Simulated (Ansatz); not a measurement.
Ge (diamond), scan of one atom of the cell

Ge (diamond)

```
Ge
1.0
    0.00000     2.83729     2.83729
    2.83729     0.00000     2.83729
    2.83729     2.83729     0.00000
Ge
2
Direct
  0.00000   0.00000   0.00000
  0.25000   0.25000   0.25000
```

In each cell atom 2 (Ge, nearest neighbour Ge at 2.457 Å; its periodic images, 4.0 Å or more away, move with it) moves by s·(1.000, 0.000, 0.000) (along Cartesian x), the rest being held.

These are r2SCAN (plane waves to 500 eV, PAW, scalar-relativistic; Ansatz, an electronic-structure program) values and carry that method's errors. k mesh 8×8×8 (Γ-centred), Fermi-Dirac smearing 0.05 eV. Energies are smeared free energies. As the smearing reaches across the gap at some points, energies and forces of such displacements shift with the k mesh and the smearing. Ge was relaxed with its symmetry unable to fall. ΔE is measured from the undisplaced structure.

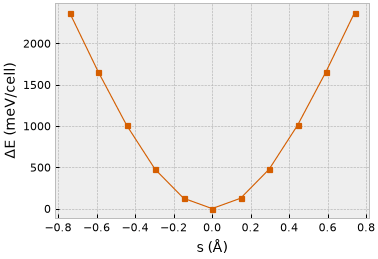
Figure: ΔE (meV/cell) against s (Å); one marker a computed point.

The energy at s = 0.740 Å is 2372 meV/cell, the force constant k = d²E/ds² at s = 0 (finite differences) comes out as 11.5 eV/Å² and the force along the line at s = -0.740 Å is 4.89 eV/Å. Shape of the curve: a single well with its minimum at or next to zero displacement. Harmonic estimate at the end of the scan: ½ks² = 3148 meV/cell against the computed 2372 meV/cell, so the well is softer than harmonic there.

The forces along the line at the two nearest points give (1.656 − (-1.656)) / (2·0.148) = 11.19 eV/Å²; the next pair corrects for the finite step.

(For displaced atoms, the force is minus the slope of the energy, and its curvature is a force constant, which sets phonon frequencies.)
